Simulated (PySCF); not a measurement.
Si(H)(Br)(Me)2, C2H7BrSi, SMILES C[SiH](C)Br, singlet at its PBE0/def2-SVP optimised geometry (Å):

```
11

Si    -0.8687    -0.1849     0.0000
C      1.0014    -0.1849     0.0000
C     -1.5876    -1.1582     1.4260
Br    -1.5751    -1.1171    -1.9197
H     -1.3941     1.2126     0.0000
H      1.3812     0.2863     0.9213
H      1.3941     0.3757    -0.8614
H      1.3926    -1.2126    -0.0506
H     -2.6871    -1.1588     1.3863
H     -1.2767    -0.7122     2.3849
H     -1.2414    -2.2027     1.4008
```

Computed with PBE0/def2-TZVP run with PySCF.

Map of the deformation density (molecule minus spherical neutral atoms) (e/bohr³) on the plane z = 0.8 Å:

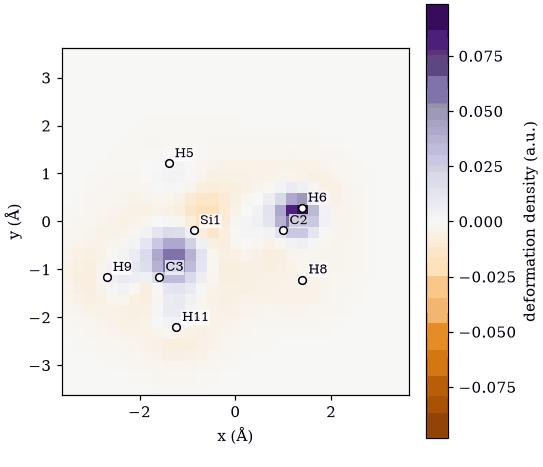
Figure. Deformation density (molecule minus spherical neutral atoms) (e/bohr³) on the plane z = 0.8 Å.
